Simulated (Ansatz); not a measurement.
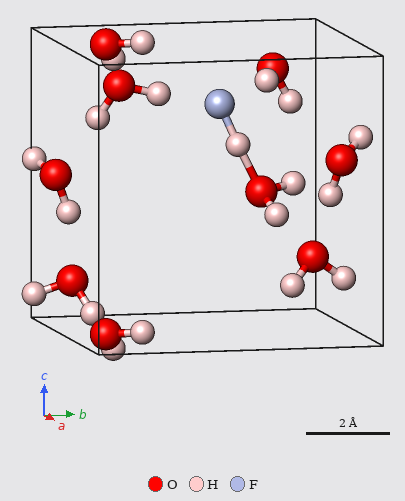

Starting frame of a dynamics run of a periodic cell with 8 H2O + 1 HF at 0.765 g/cm³. A ball-and-stick model of the simulation cell, seen slightly off an axis.

The calculation used Ansatz, DFT PBEsol, scalar-relativistic, plane waves, PAW.

The input:
```yaml
crystal:
  lattice:
    - [7.088668, 0.0, 0.0]
    - [0.0, 7.088668, 0.0]
    - [0.0, 0.0, 7.088668]
  atoms:
    - { symbol: O, position: [0.80636421, 0.6573651, 0.94319015] }
    - { symbol: H, position: [0.77951816, 0.7255151, 0.82440289] }
    - { symbol: H, position: [0.93215728, 0.60633115, 0.92032719] }
    - { symbol: O, position: [0.29247002, 0.73970802, 0.44976786] }
    - { symbol: H, position: [0.41479215, 0.76421803, 0.38467518] }
    - { symbol: H, position: [0.22790589, 0.86665433, 0.46640098] }
    - { symbol: O, position: [0.26952439, 0.24501429, 0.82754608] }
    - { symbol: H, position: [0.2701516, 0.38323551, 0.79515193] }
    - { symbol: H, position: [0.22253377, 0.18062214, 0.71239079] }
    - { symbol: O, position: [0.62094234, 0.84226076, 0.26438345] }
    - { symbol: H, position: [0.5965407, 0.95679841, 0.18358381] }
    - { symbol: H, position: [0.68488223, 0.75535022, 0.17624716] }
    - { symbol: O, position: [0.11354702, 0.05941319, 0.50510728] }
    - { symbol: H, position: [0.09684485, 0.10816336, 0.37361125] }
    - { symbol: H, position: [-0.01359149, 0.01363326, 0.54584158] }
    - { symbol: O, position: [0.58259602, 0.12403995, 0.01403189] }
    - { symbol: H, position: [0.66755486, 0.23211325, 0.02812589] }
    - { symbol: H, position: [0.46806425, 0.17719733, -0.05166845] }
    - { symbol: O, position: [0.05163076, 0.13224061, 0.12985037] }
    - { symbol: H, position: [0.13215061, 0.18427685, 0.02584193] }
    - { symbol: H, position: [0.02183614, 0.00484441, 0.08466007] }
    - { symbol: O, position: [0.77532333, 0.90694734, 0.61492469] }
    - { symbol: H, position: [0.69145391, 0.99390189, 0.68099852] }
    - { symbol: H, position: [0.71536593, 0.88194758, 0.48883614] }
    - { symbol: F, position: [0.26256315, 0.60011277, 0.75251495] }
    - { symbol: H, position: [0.28637251, 0.65895971, 0.61343622] }
basis:
  ecutwfc: 420.0
kpoints:
  mp_grid: { grid: [1, 1, 1] }
hamiltonian:
  xc: pbesol
scf:
  occupations: { method: fermi_dirac, width: 0.05 }
  lower_state_search: "off"
md:
  timestep: 0.5
  n_steps: 300
  ensemble: nvt_langevin
  temperature: 300.0
  initial_velocities: maxwell_boltzmann
  seed: 96317
  friction: 0.02
```

Run as
```bash
ansatz run input.yaml --threads 1 --pin off --max-ram 3072MiB --backend cpu --events-out ev --progress --plain --runs-dir out
```

What does the trajectory do?

Over the second half the temperature averages 254 K (spread ±47 K). The potential energy in the second half lies on average 24.2 meV per atom above the first frame. Root-mean-square distances from the starting positions over the second half, with the common drift of all atoms taken out: H 0.34 Å, O 0.32 Å, F 0.12 Å. The heavy atoms stay within a fraction of a molecule's size of their starting places; so short a run doesn't tell a liquid from a solid.

Along the run (each row but the first and the last is the mean over the interval that it begins):

```tsv
time (fs)	potential energy (meV/atom)	T (K)
0.0	0.0	288
18.5	22.8	230
37.0	28.1	265
55.5	24.3	266
74.0	23.2	203
92.5	23.5	224
111.0	21.9	282
129.5	27.5	292
148.0	30.0	323
```

The paths of the atoms:

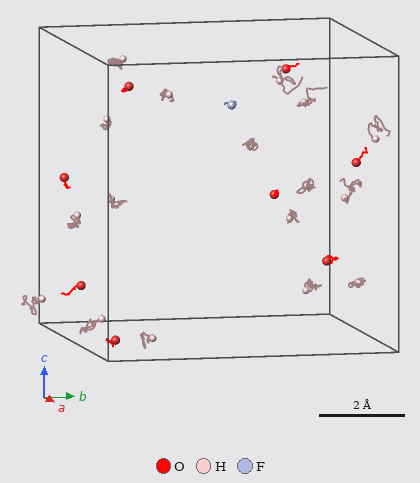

Limits of the set-up: the periodic images lie only 7.1 Å apart, so the values are limited by the cell's size.
